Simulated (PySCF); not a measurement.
## Two runs on Ga₈N₈H₁₀

System: Ga₈N₈H₁₀.
Method of run A: GIAO KT3/LANL2DZ NMR shielding, non-relativistic, gas phase (PySCF 2.14.0).

The geometry comes from this level: GFN2-xTB. Text and figures count atoms from 1; the logs count them from 0 in places.

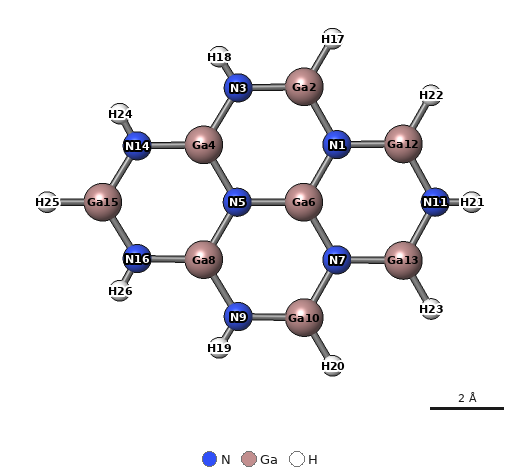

Figure 1. The structure (ball-and-stick view, seen on its broad side; atoms are numbered from 1 in the order of the input). Sticks mark near contacts. Bond lengths as drawn: Ga–H 1.55 Å, Ga–N 1.83 to 1.85 Å and H–N 1.02 Å.

Input file, run A:
```
{"job": {"kind": "nmr", "basis": "LANL2DZ", "pop": false, "xc": "KT3", "scf": {"conv": 0.0001}}, "charge": 0, "multiplicity": 1}
N      0.780097     2.300217    -0.003164
Ga    -0.808083     3.235682    -0.001674
N     -2.381346     2.293657    -0.001111
Ga    -2.418563     0.443654    -0.000906
N     -0.816399    -0.471570     0.001030
Ga     0.783498     0.452658    -0.001588
N      2.382400    -0.473503    -0.001608
Ga    -0.825769    -2.316460     0.001608
N      0.795614    -3.208729    -0.000436
Ga     2.398093    -2.316679     0.000898
N      3.945213     2.279605    -0.000596
Ga     2.368936     3.237156    -0.001337
Ga     3.987413     0.435824     0.001749
N     -4.006050    -0.504512    -0.003982
Ga    -4.051353    -2.338044     0.000878
N     -2.441068    -3.216265     0.005378
H     -0.796193     4.787322    -0.000798
H     -3.272018     2.781764    -0.002223
H      0.773582    -4.224196     0.002654
H      3.747912    -3.082303     0.002879
H      4.825905     2.788166     0.001613
H      2.360580     4.790948    -0.000125
H      5.329813    -0.346539     0.007352
H     -4.871624     0.028406    -0.002001
H     -5.390075    -3.110132     0.000881
H     -2.413443    -4.232358     0.002593
```

The first line tells a small driver script what to run in PySCF; the rest is the geometry in Å.

Launched with:
```bash
OMP_NUM_THREADS=2 python <driver script> task.json out
```

Hardware: 2 CPU threads, shared host.

Output (run A):
```
final grid: 231876 points
cycle   1  E = -466.2542663151  dE = -7.849e+01  |g| = 2.033e+00  |ddm| = 6.744e+00
cycle   2  E = -461.3181389403  dE =  4.936e+00  |g| = 4.362e+00  |ddm| = 5.665e+00
cycle   3  E = -467.2894163653  dE = -5.971e+00  |g| = 4.837e-01  |ddm| = 4.844e+00
cycle   4  E = -467.3841469947  dE = -9.473e-02  |g| = 1.845e-01  |ddm| = 1.227e+00
cycle   5  E = -467.3894140863  dE = -5.267e-03  |g| = 1.604e-01  |ddm| = 3.041e-01
cycle   6  E = -467.3964608689  dE = -7.047e-03  |g| = 1.918e-02  |ddm| = 1.719e-01
cycle   7  E = -467.3965544829  dE = -9.361e-05  |g| = 1.134e-02  |ddm| = 3.962e-02
cycle   8  E = -467.3965890265  dE = -3.454e-05  |g| = 3.471e-03  |ddm| = 1.330e-02
converged SCF energy = -467.3965890265

GIAO shielding tensors (ppm)
atom      isotropic    diamagn.    paramagn.     s11        s22        s33       span
  0 N      140.264     319.411    -179.148     86.042    122.948    211.801    125.758
  1 Ga         nan         nan         nan        nan        nan        nan        nan
  2 N      177.361     325.040    -147.679     97.655    211.438    222.990    125.335
  3 Ga         nan         nan         nan        nan        nan        nan        nan
  4 N      174.892     321.686    -146.794    164.048    178.389    182.239     18.191
  5 Ga         nan         nan         nan        nan        nan        nan        nan
  6 N      137.320     319.433    -182.113     79.740    126.334    205.886    126.146
  7 Ga         nan         nan         nan        nan        nan        nan        nan
  8 N      178.550     325.027    -146.477     99.553    210.478    225.618    126.065
  9 Ga         nan         nan         nan        nan        nan        nan        nan
 10 N      158.139     325.780    -167.641     39.629    217.295    217.493    177.864
 11 Ga         nan         nan         nan        nan        nan        nan        nan
 12 Ga         nan         nan         nan        nan        nan        nan        nan
 13 N      185.674     323.588    -137.915    111.556    216.539    228.925    117.369
 14 Ga         nan         nan         nan        nan        nan        nan        nan
 15 N      182.134     323.566    -141.432    102.750    212.782    230.870    128.120
 16 H       26.985      29.380      -2.395     23.448     26.192     31.316      7.868
 17 H       31.201      32.021      -0.820     25.035     28.456     40.113     15.078
 18 H       31.282      32.010      -0.728     25.195     28.504     40.146     14.951
 19 H       27.033      29.372      -2.339     23.615     26.084     31.400      7.785
 20 H       30.209      30.679      -0.470     25.874     26.922     37.831     11.957
 21 H       26.948      28.731      -1.784     23.472     26.127     31.244      7.772
 22 H       26.944      28.730      -1.786     23.551     26.048     31.232      7.681
 23 H       31.416      31.379       0.038     24.856     28.668     40.726     15.870
 24 H       27.065      27.298      -0.233     24.053     25.392     31.750      7.696
 25 H       31.321      31.370      -0.049     25.059     28.759     40.143     15.084
```

For run B the input was changed thus:
```diff
-"basis": "LANL2DZ"
+"basis": "6-31G**"
-"scf": {"conv": 0.0001}
+"scf": {"aux": "def2-universal-jkfit"}
```

What does this change do to the results?

The total energy of run B is 9689487.1 kcal/mol lower, which measures the change of basis and not a stability. The LUMO goes from −1.48 to −1.91 eV. The dipole moment goes from 0.84 to 0.91 D. Of all shieldings, the largest change is that of N16, by +11.8 ppm. The SCF takes 13 iterations against 8. The basis functions go from 156 to 418.

Output (run B):
```
final grid: 231876 points
cycle   1  E = -15907.8738764761  dE = -1.738e+00  |g| = 1.719e+00  |ddm| = 6.793e+00
cycle   2  E = -15903.5106646800  dE =  4.363e+00  |g| = 4.174e+00  |ddm| = 6.128e+00
cycle   3  E = -15908.5187214278  dE = -5.008e+00  |g| = 3.667e-01  |ddm| = 5.211e+00
cycle   4  E = -15908.5520248537  dE = -3.330e-02  |g| = 3.048e-01  |ddm| = 1.111e+00
cycle   5  E = -15908.5711375080  dE = -1.911e-02  |g| = 1.386e-01  |ddm| = 4.338e-01
cycle   6  E = -15908.5762006679  dE = -5.063e-03  |g| = 4.405e-02  |ddm| = 1.741e-01
cycle   7  E = -15908.5765591478  dE = -3.585e-04  |g| = 1.127e-02  |ddm| = 4.266e-02
cycle   8  E = -15908.5765706176  dE = -1.147e-05  |g| = 7.172e-03  |ddm| = 1.518e-02
cycle   9  E = -15908.5765858062  dE = -1.519e-05  |g| = 1.609e-03  |ddm| = 7.274e-03
cycle  10  E = -15908.5765811723  dE =  4.634e-06  |g| = 6.547e-04  |ddm| = 2.037e-03
cycle  11  E = -15908.5765875773  dE = -6.405e-06  |g| = 6.259e-04  |ddm| = 1.167e-03
cycle  12  E = -15908.5765879611  dE = -3.838e-07  |g| = 1.062e-04  |ddm| = 6.527e-04
cycle  13  E = -15908.5765817435  dE =  6.218e-06  |g| = 6.707e-05  |ddm| = 1.289e-04
converged SCF energy = -15908.5765817435

GIAO shielding tensors (ppm)
atom      isotropic    diamagn.    paramagn.     s11        s22        s33       span
  0 N      147.493     306.781    -159.289    103.580    135.822    203.076     99.497
  1 Ga    1540.245    2650.065   -1109.820   1387.100   1548.964   1684.672    297.572
  2 N      187.559     310.173    -122.615    120.962    207.803    233.910    112.947
  3 Ga    1528.346    2650.552   -1122.206   1336.277   1606.212   1642.548    306.271
  4 N      181.400     309.791    -128.391    174.718    181.374    188.107     13.388
  5 Ga    1516.265    2648.287   -1132.022   1314.215   1601.122   1633.458    319.243
  6 N      147.465     306.801    -159.336    103.616    135.764    203.016     99.400
  7 Ga    1528.474    2650.552   -1122.079   1336.343   1606.471   1642.606    306.263
  8 N      187.516     310.166    -122.649    120.946    207.713    233.889    112.943
  9 Ga    1540.410    2650.054   -1109.644   1387.302   1549.025   1684.904    297.602
 10 N      165.580     309.495    -143.915     58.360    214.889    223.490    165.130
 11 Ga    1543.904    2648.033   -1104.129   1390.776   1554.159   1686.777    296.001
 12 Ga    1543.913    2648.031   -1104.118   1390.839   1554.084   1686.816    295.977
 13 N      193.844     308.738    -114.893    131.085    210.134    240.314    109.228
 14 Ga    1544.171    2648.371   -1104.200   1398.299   1546.312   1687.902    289.603
 15 N      193.909     308.716    -114.807    131.223    210.166    240.338    109.115
 16 H       25.768      28.812      -3.044     17.599     20.280     39.426     21.826
 17 H       28.986      31.006      -2.020     20.915     27.549     38.493     17.579
 18 H       28.983      30.994      -2.011     20.914     27.544     38.492     17.578
 19 H       25.766      28.802      -3.036     17.599     20.277     39.423     21.825
 20 H       27.774      30.013      -2.239     21.330     25.820     36.171     14.842
 21 H       25.719      27.781      -2.062     17.658     20.335     39.165     21.507
 22 H       25.720      27.779      -2.058     17.658     20.332     39.170     21.512
 23 H       29.285      30.333      -1.048     21.072     27.878     38.907     17.835
 24 H       25.924      26.146      -0.222     18.417     19.112     40.245     21.828
 25 H       29.287      30.325      -1.038     21.069     27.874     38.917     17.849
```

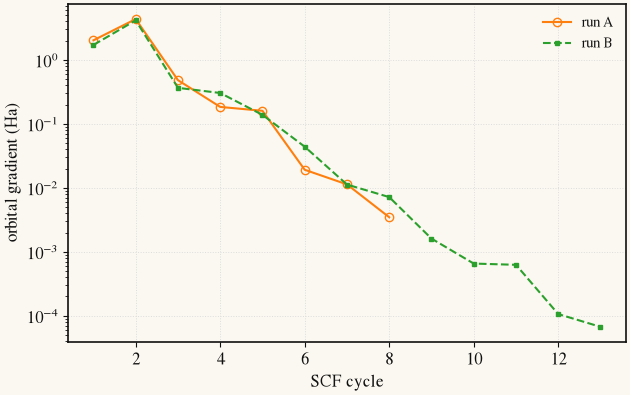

Figure 2. Convergence of the two runs: orbital gradient against the SCF cycle. Run A takes 8 cycles in all, and run B takes 13.

The two runs side by side:

| quantity | run A | run B |
| --- | --- | --- |
| outcome | converged | converged |
| total energy (hartree) | −467.396589 | −15908.576582 |
| HOMO (eV) | −5.43 | −5.46 |
| LUMO (eV) | −1.48 | −1.91 |
| dipole moment (D) | 0.84 | 0.91 |
| shielding of N1 (ppm) | 140.3 | 147.5 |
| shielding of N3 (ppm) | 177.4 | 187.6 |
| shielding of N7 (ppm) | 137.3 | 147.5 |
| shielding of N9 (ppm) | 178.5 | 187.5 |
| shielding of N11 (ppm) | 158.1 | 165.6 |
| shielding of N14 (ppm) | 185.7 | 193.8 |
| shielding of N16 (ppm) | 182.1 | 193.9 |
| SCF iterations | 8 | 13 |
| basis functions | 156 | 418 |
| shielding of Ga2 (ppm) | – | 1540.2 |
| shielding of Ga4 (ppm) | – | 1528.3 |
| shielding of Ga6 (ppm) | – | 1516.3 |
| shielding of Ga8 (ppm) | – | 1528.5 |
| shielding of Ga10 (ppm) | – | 1540.4 |
| shielding of Ga12 (ppm) | – | 1543.9 |
| shielding of Ga13 (ppm) | – | 1543.9 |
| shielding of Ga15 (ppm) | – | 1544.2 |
| wall time (shared host) | 30 s | 61 s |

For both runs: Spin–orbit coupling is left out, which matters for the heavy atoms.
